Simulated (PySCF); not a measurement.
## NMR shielding calculation of C₂H₁₀OSi₄

C₂H₁₀OSi₄, computed with GIAO PBE0/pcSseg-1 NMR shielding, non-relativistic, gas phase (PySCF 2.14.0).

The geometry comes from this level: GFN2-xTB. It belongs to a series of runs on one base structure; here: H on Si replaced by CHO. Figures and captions count atoms from 1; the log counts them from 0 in places.

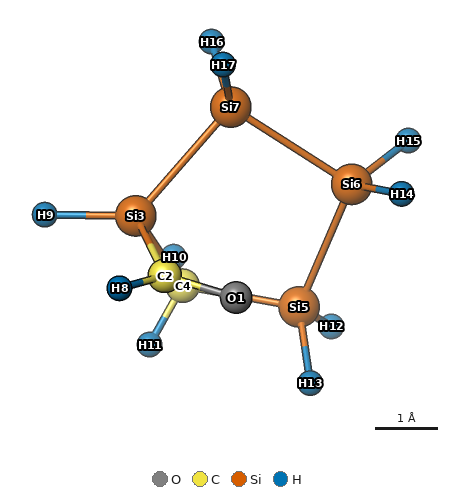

The structure as given in the input (ball-and-stick view, seen at a tilt; atoms are numbered from 1 in the order of the input). Bond lengths as drawn: C–H 1.09 to 1.11 Å, C–O 1.21 Å, C–Si 1.90 to 1.93 Å, H–Si 1.46 to 1.48 Å and Si–Si 2.33 to 2.35 Å.

Input file
```
{"job": {"kind": "nmr", "xc": "PBE0", "basis": "pcSseg-1"}, "charge": 0, "multiplicity": 1}
O      1.245701     0.184333    -1.776861
C      1.991225     0.345161    -0.832097
Si     1.286181     0.240017     0.933826
C      0.347651    -1.422653     0.844483
Si    -0.942615    -1.497881    -0.585035
Si    -1.795414     0.661652    -0.728577
Si    -0.403390     1.844124     0.746568
H      3.049860     0.609222    -1.030848
H      2.431181     0.162224     1.854534
H     -0.167425    -1.590179     1.791496
H      1.047484    -2.250784     0.737759
H     -1.939983    -2.498802    -0.154569
H     -0.324247    -2.071507    -1.779140
H     -1.791083     1.247582    -2.072014
H     -3.211182     0.758420    -0.324362
H     -0.965560     2.155460     2.070842
H      0.134620     3.135640     0.294082
```

The first line tells a small driver script what to run in PySCF; the rest is the geometry in Å.

Run on 1 CPU thread, shared host.

Run as:
```bash
OMP_NUM_THREADS=1 python <driver script> task.json out
```

Output
```
coarse grid: 15960 points
cycle   1  E = -1314.5199312080  dE =  4.936e-01  |g| = 7.551e-01  |ddm| = 3.832e+00
cycle   2  E = -1314.0775405666  dE =  4.424e-01  |g| = 1.642e+00  |ddm| = 2.121e+00
cycle   3  E = -1314.6344870099  dE = -5.569e-01  |g| = 1.504e-01  |ddm| = 1.689e+00
cycle   4  E = -1314.6382693632  dE = -3.782e-03  |g| = 8.314e-02  |ddm| = 2.009e-01
cycle   5  E = -1314.6400039682  dE = -1.735e-03  |g| = 1.193e-02  |ddm| = 9.139e-02
cycle   6  E = -1314.6400389863  dE = -3.502e-05  |g| = 4.025e-03  |ddm| = 2.333e-02
cycle   7  E = -1314.6400435657  dE = -4.579e-06  |g| = 1.023e-03  |ddm| = 6.848e-03
final grid: 135048 points
cycle   8  E = -1314.6882083823  dE = -3.549e-06  |g| = 1.154e-02  |ddm| = 2.300e-02
cycle   9  E = -1314.6881295251  dE =  7.886e-05  |g| = 2.336e-02  |ddm| = 2.165e-02
cycle  10  E = -1314.6882328529  dE = -1.033e-04  |g| = 1.649e-03  |ddm| = 1.543e-02
cycle  11  E = -1314.6882334636  dE = -6.107e-07  |g| = 3.424e-04  |ddm| = 2.017e-03
cycle  12  E = -1314.6882334943  dE = -3.068e-08  |g| = 6.381e-05  |ddm| = 5.297e-04
cycle  13  E = -1314.6882334954  dE = -1.095e-09  |g| = 2.249e-05  |ddm| = 1.181e-04
cycle  14  E = -1314.6882334955  dE = -1.442e-10  |g| = 3.571e-06  |ddm| = 3.575e-05
```

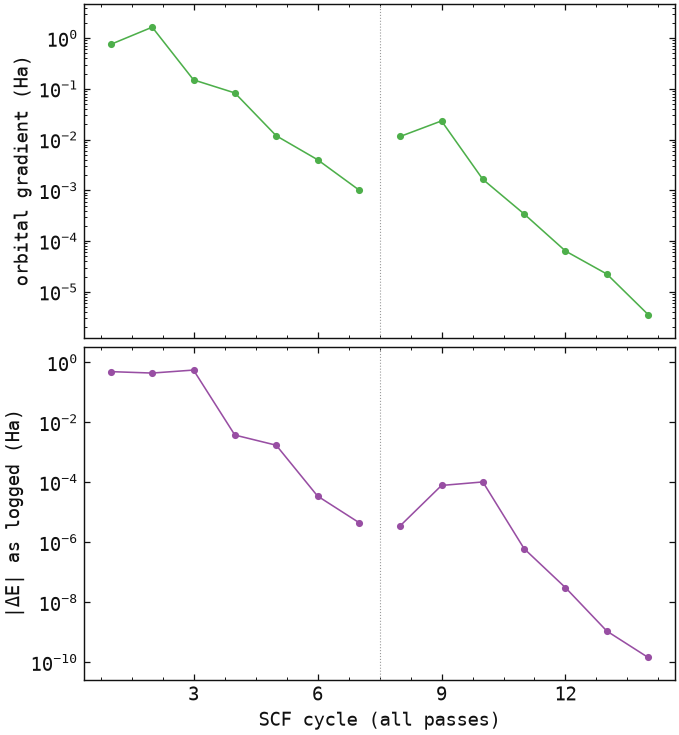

Convergence of the self-consistent field: orbital gradient and size of the energy change against the SCF cycle. The dotted line marks the change from a coarse to the final integration grid. The first 7 cycles use a coarse grid, the final grid takes over at cycle 8, and the field converges after 14 cycles in all.

```
converged SCF energy = -1314.6882334955

GIAO shielding tensors (ppm)
atom      isotropic    diamagn.    paramagn.     s11        s22        s33       span
  0 O     -569.247     403.399    -972.646  -1578.490   -529.716    400.464   1978.954
  1 C      -76.844     256.060    -332.904   -239.612    -87.889     96.967    336.580
  2 Si     395.388     882.920    -487.532    363.830    393.917    428.417     64.588
  3 C      196.244     257.763     -61.519    188.632    193.850    206.251     17.619
  4 Si     420.941     879.474    -458.532    398.939    402.321    461.564     62.626
  5 Si     469.778     879.950    -410.173    454.332    458.606    496.395     42.063
  6 Si     467.116     880.758    -413.643    450.271    463.172    487.904     37.634
  7 H       18.964      28.424      -9.460     12.599     19.871     24.424     11.825
  8 H       26.812      30.453      -3.642     22.736     24.664     33.035     10.299
  9 H       32.001      32.075      -0.075     26.950     28.803     40.249     13.299
 10 H       31.366      31.232       0.134     25.076     28.554     40.467     15.391
 11 H       27.415      28.733      -1.319     23.384     25.113     33.746     10.362
 12 H       27.586      29.297      -1.710     24.197     25.032     33.530      9.333
 13 H       28.002      28.983      -0.981     24.351     25.095     34.560     10.210
 14 H       28.107      28.770      -0.663     24.308     25.156     34.856     10.548
 15 H       28.378      29.024      -0.646     24.752     25.207     35.176     10.424
 16 H       28.375      28.867      -0.493     24.669     25.389     35.066     10.397
```

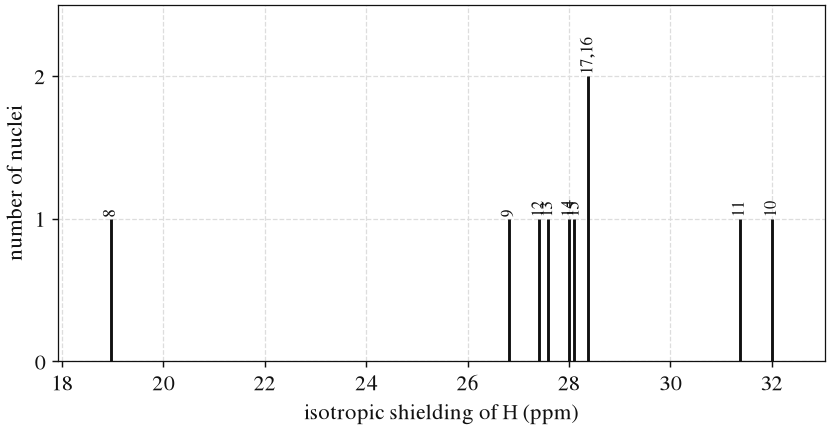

Isotropic shieldings of the hydrogen nuclei in this fixed geometry, labelled by atom number; shielding grows to the right, so chemical shift grows to the left. The least shielded is H8 (19.0 ppm), the most shielded H10 (32.0 ppm).

Results in brief

- outcome: converged
- total energy: −1314.688233 hartree
- HOMO: −6.96 eV
- LUMO: −1.75 eV
- dipole moment: 2.20 D
- isotropic shielding, O: −569.2 ppm
- isotropic shielding, C: −76.8 to 196.2 ppm
- isotropic shielding, Si: 395.4 to 469.8 ppm
- isotropic shielding, H: 19.0 to 32.0 ppm
- wall time: 35 s
- peak memory: 0.82 GiB
